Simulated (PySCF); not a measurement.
```xyz
17

C     2.6417    0.1349   -0.7649
C     1.3890   -0.0815    0.0123
C     1.3329   -0.4473    1.2832
O     0.1584   -0.6319    1.9996
C    -0.9586   -0.2692    1.2681
C    -0.9301    0.0912   -0.0054
C    -2.1354    0.4830   -0.8147
O    -3.3539    0.1384   -0.2153
O     0.2429    0.1484   -0.7539
H     2.6823    1.1649   -1.1164
H     3.5102   -0.0743   -0.1495
H     2.6470   -0.5150   -1.6386
H     2.2058   -0.6268    1.8849
H    -1.8618   -0.2911    1.8519
H    -2.1569    1.5708   -0.9372
H    -2.0329    0.0355   -1.8151
H    -3.3877   -0.8179   -0.0987
```

Geometry: GFN2-xTB, NEB image 0 of 0 to 8.

The calculation used PBE0/pcSseg-1, SCF density, gas phase, non-relativistic in PySCF.

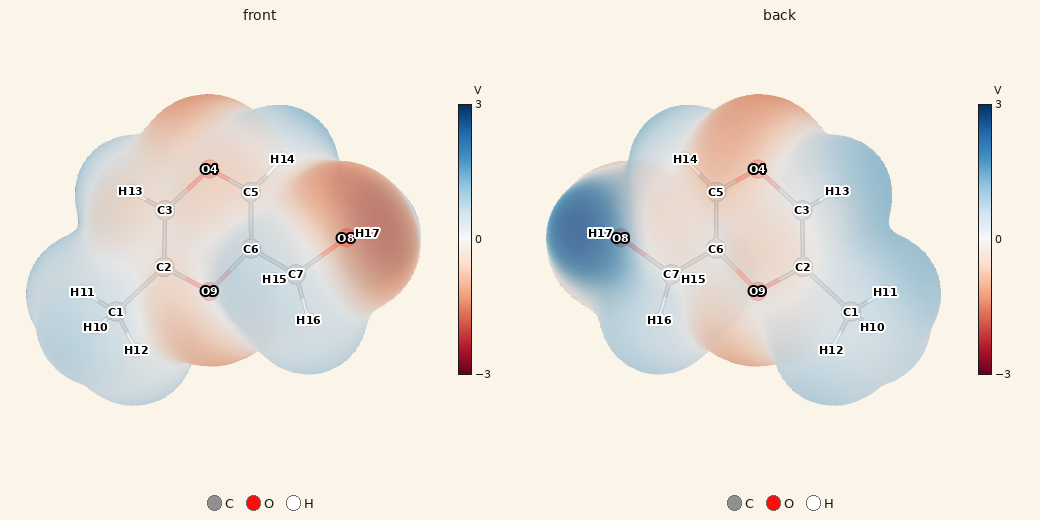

C₆H₈O₃ (SMILES CC1=COC=C(CO)O1). The electrostatic potential painted on the density surface at 0.002 e/bohr³, seen from the front and from behind; red is negative and blue positive.

> Which sites attract a positive test charge, and which a negative one?

A positive charge is drawn to the negative regions and a negative charge to the positive ones. The most negative region (about −1.5 V, or −35 kcal/mol for a unit charge) lies over O8, the most positive (about +2.2 V, or +51 kcal/mol for a unit charge) over H17. O8 is the likeliest acceptor of a hydrogen bond.

> How polar is the molecule by this calculation?

Its dipole moment is 1.72 D.
